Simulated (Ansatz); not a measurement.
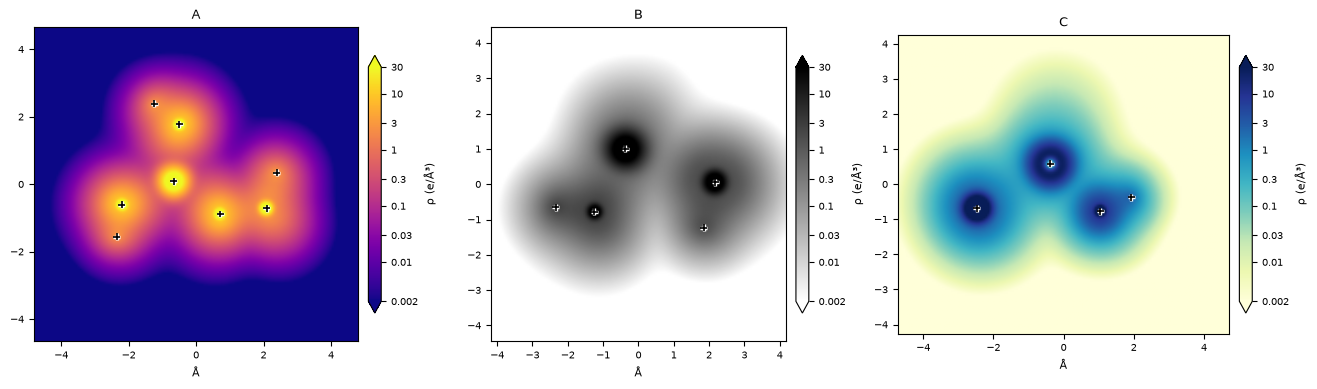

The electron density of 3 systems, each on a plane through atoms (crosses mark nuclei in the plane).

These are results of isolated molecule in a Gaussian basis; Kohn-Sham density functional theory, functional PBE0 (Ansatz 0.2.0), not measurements.

System 1: C2H9GaS (SMILES [CH3][GaH-]([CH3])[SH2+]), the plane of atoms Ga3, C1 and H7. Geometry: PBE0-D4/def2-SVP.

```xyz
13

C     1.3146   -0.1533    0.6458
C    -1.8109   -0.1519   -0.7366
Ga    0.0517   -0.8393   -0.7241
S    -0.5201   -3.1585    0.5599
H     0.8211    0.0228    1.6154
H     2.1713   -0.8275    0.8034
H     1.7272    0.8143    0.3137
H     0.6297   -1.5169   -2.0304
H    -2.5052   -0.8270   -1.2615
H    -1.8425    0.8143   -1.2680
H    -2.1946    0.0274    0.2809
H     0.0649   -2.8173    1.7289
H    -1.7442   -2.7788    0.9869
```

System 2: CH5AlO3 (SMILES C[O][Al]([OH])[OH]), the plane of atoms C1, O3 and Al2. Geometry: PBE0-D4/def2-SVP.

```xyz
10

C    -0.0778    1.4130   -0.4294
Al   -1.6483   -0.0370    1.4865
O    -0.9834    1.2418    0.6092
O    -2.7693    0.2721    2.7199
O    -1.1915   -1.6291    1.1300
H    -0.5565    1.9215   -1.2857
H     0.7702    2.0447   -0.1085
H     0.3402    0.4589   -0.8006
H    -3.0609    1.1524    2.9607
H    -1.5317   -2.3972    1.5903
```

System 3: Br3HOSn (SMILES [OH][Sn]([Br])([Br])[Br]), the plane of atoms Br1, Sn5 and O4. Geometry: PBE0-D4/def2-SVP; core potentials replace the inner electrons of Sn.

```xyz
6

Br    2.1646   -1.5536    0.4184
Br   -1.3565   -1.4606   -1.5852
Br    0.9625    1.8093   -1.4974
O    -0.5948    0.3757    1.4828
Sn    0.2377   -0.1697   -0.2095
H    -1.3713    0.9347    1.3447
```

Q: Match each panel to its system.

A: Panel A is system 2, CH5AlO3: the plane holds C, Al, O and H. C–O (1.39 Å): ρ is about 2.1 e/Å³ halfway, with its minimum of 1.8 e/Å³ about 0.5 Å from C. Panel B is system 1, C2H9GaS: the plane holds C, Ga, S and H. C–Ga (1.99 Å): ρ at the midpoint is about 0.75 e/Å³. Panel C is system 3, Br3HOSn: the plane holds Br, O, Sn and H. Sn–O (1.96 Å): the density is about 0.76 e/Å³ at the midpoint.
